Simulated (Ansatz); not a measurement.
# SnF2 (SMILES [F][Sn][F]) at 6 levels

Wanted: a comparison of 6 runs (HF/STO-3G, B3LYP/STO-3G, SVWN5/STO-3G, UB3LYP/STO-3G, CCSD(T)/STO-3G, FCI/STO-3G) of SnF2. 

Program for the calculation: Ansatz 0.2.0.

54 further runs of the same task are left out: 21 that didn't finish, 33 set aside as unsound or not needed.

## Step 1: Starting point

SnF2 has 3 atoms, charge 0, and is taken as a singlet. SMILES: `[F][Sn][F]`. The F3–Sn1 distance was set to 2.596 Å, away from the relaxed value.

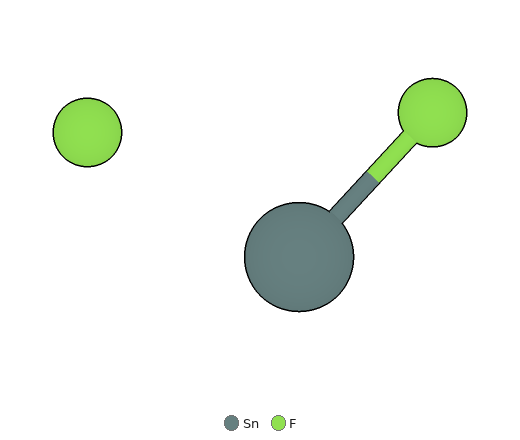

The structure, seen from a chosen angle (tin teal, fluorine green).

## Step 2: A single-point energy at HF/STO-3G (run 1)

File job.yaml:

```yaml
crystal:
  periodic: [false, false, false]
  atoms:
    - {symbol: Sn, position_ang: [0.412549, -0.016648, -1.186987]}
    - {symbol: F, position_ang: [2.025569, -0.030318, 0.121223]}
    - {symbol: F, position_ang: [-1.623610, 0.028790, 0.422090]}
basis:
  gaussian:
    orbitals: STO-3G
hamiltonian:
  xc: hf
accuracy: high
```

On the command line:

```bash
$ ansatz run job.yaml --threads 1 --pin off --max-ram 2610MiB --events-out events.jsonl --progress --plain --runs-dir runs
```

Log:

```text
Warning: RAYON_NUM_THREADS=1 ignored (pool sized by the plan → 1); use --threads N
Functional definition: HF
  name "HF"
  exchange = exact_x
  correlation = 0
658 factors; integrals over basis functions are off by at most 5.5e-9 eV
mean field evaluation 1: about -167593.2720 eV, gradient 2.4e1 eV
mean field evaluation 2: about -167593.3515 eV, gradient 2.4e1 eV
mean field evaluation 4: about -167599.3900 eV, gradient 1.1e1 eV
mean field evaluation 8: about -167600.3551 eV, gradient 1.6e-1 eV
mean field evaluation 16: about -167581.2783 eV, gradient 2.8e1 eV
mean field -167600.33223351 eV, -6159.1986059960 hartree, gradient 2.1e-8 eV, S^2 0.000000; 0 other end points of the search recorded, 0 dependent functions left out
reference -167600.33223351 eV, -6159.1986059960 hartree; 34, 34 occupied and 3, 3 virtual orbitals, 658 factors
Total energy: -167600.33223351 eV, -6159.1986059960 hartree
```

Run time: 0.62 s. Hardware: 1 thread of Arm Neoverse V1, shared host.

## Step 3: A single-point energy at B3LYP/STO-3G (run 2)

File in.yaml:

```yaml
crystal:
  periodic: [false, false, false]
  atoms:
    - symbol: Sn
      position_ang: [0.412549, -0.016648, -1.186987]
    - symbol: F
      position_ang: [2.025569, -0.030318, 0.121223]
    - symbol: F
      position_ang: [-1.623610, 0.028790, 0.422090]
basis:
  gaussian:
    orbitals: STO-3G
hamiltonian:
  xc: {name: B3LYP}
accuracy: high
```

On the command line:

```bash
$ ansatz run in.yaml --threads 1 --pin off --max-ram 2610MiB --events-out events.jsonl --progress --plain --runs-dir runs
```

Log:

```text
Warning: RAYON_NUM_THREADS=1 ignored (pool sized by the plan → 1); use --threads N
Functional definition: B3LYP
  name "B3LYP"
  parameter a0 = 0.2
  parameter ax = 0.72
  parameter ac = 0.81
  exchange = (1 - a0 - ax)*slater_x + ax*b88_x + a0*exact_x
  correlation = (1 - ac)*vwn_rpa_c + ac*lyp_c
658 factors; integrals over basis functions are off by at most 5.5e-9 eV
mean field evaluation 1: about -167669.2432 eV, gradient 2.6e1 eV
mean field evaluation 2: about -167382.1684 eV, gradient 1.3e2 eV
mean field evaluation 4: about -167667.6997 eV, gradient 4.7e1 eV
mean field evaluation 8: about -167675.5947 eV, gradient 2.9e-1 eV
mean field -167675.59527257 eV, -6161.9644716666 hartree, gradient 1.9e-8 eV, S^2 0.000000; 0 other end points of the search recorded, 0 dependent functions left out
reference -167675.59529548 eV, -6161.9644725083 hartree; 34, 34 occupied and 3, 3 virtual orbitals, 658 factors
Total energy: -167675.59529548 eV, -6161.9644725083 hartree
```

Wall time 2.2 s (1 thread of Arm Neoverse V1, shared host); peak memory 0.12 GiB.

Runs 3 to 5 aren't shown in full; the table further down has their settings and results.

## Step 4: The energy at FCI/STO-3G (run 6)

File molecule.yaml:

```yaml
crystal:
  periodic: [false, false, false]
  atoms:
    - symbol: Sn
      position_ang: [0.412549, -0.016648, -1.186987]
    - symbol: F
      position_ang: [2.025569, -0.030318, 0.121223]
    - symbol: F
      position_ang: [-1.623610, 0.028790, 0.422090]
basis:
  gaussian:
    orbitals: STO-3G
correlation:
  method: fci
  frozen_orbitals: {F: 1, Sn: 18}
accuracy: high
```

On the command line:

```bash
$ ansatz run molecule.yaml --threads 1 --pin off --max-ram 2610MiB --events-out events.jsonl --progress --plain --runs-dir runs
```

Log (excerpt; [...] marks lines left out):

```text
Warning: RAYON_NUM_THREADS=1 ignored (pool sized by the plan → 1); use --threads N
[... 2 set-up lines as earlier in the session ...]
[...]
658 factors; integrals over basis functions are off by at most 5.5e-9 eV
[...]
mean field -167600.33223351 eV, -6159.1986059960 hartree, gradient 2.1e-8 eV, S^2 0.000000; 1 other end points of the search recorded, 0 dependent functions left out; unrestricted orbitals would lower it
[...]
unrestricted determinant -167601.84066362 eV, -6159.2540397803 hartree, S^2 0.7971
20 core orbitals not correlated: weight in the atoms' cores, before any rotation towards them, 1.000 or more for the frozen orbitals, at most 0.000 for the correlated occupied ones
reference -167600.33223351 eV, -6159.1986059960 hartree; 14, 14 occupied and 3, 3 virtual orbitals, 658 factors
state -167604.55359936 eV, -6159.3537383297 hartree
Total energy: -167604.55359936 eV, -6159.3537383297 hartree
```

It took 2.8 s on 1 thread of Arm Neoverse V1, shared host; peak memory 0.12 GiB.

## Step 5: Overview of the runs

```csv
run,level,frozen core orbitals,energy (Eh),wall time
1,HF/STO-3G,–,-6159.198606,0.62 s
2,B3LYP/STO-3G,–,-6161.964473,2.2 s
3,SVWN5/STO-3G,–,-6154.957477,2.4 s
4,UB3LYP/STO-3G,–,-6161.964473,4.5 s
5,CCSD(T)/STO-3G,20,-6159.348269,0.95 s
6,FCI/STO-3G,20,-6159.353738,2.8 s
```

## Step 6: Results

```
                                           quantity           value
                                run 6: total energy  -6159.35374 Eh
run 6: correlation energy (20 core orbitals frozen)      -155.1 mEh
```

Against full CI in this basis: HF +155.1 mEh; CCSD(T) +5.5 mEh. Totals of different functionals can't be ranked against each other. In run 5 the log says that unrestricted orbitals would lower the reference, so the values rest on an unstable closed-shell determinant (other closed-shell runs at this shape may share the fault). In runs 1, 2, 3, 4, 5, 6 the basis is minimal, so the values are rough. In runs 1, 2, 3, 4, 5, 6 relativity is left out where basis or elements ask for it. All runs together took 14 s, the longest 4.5 s.
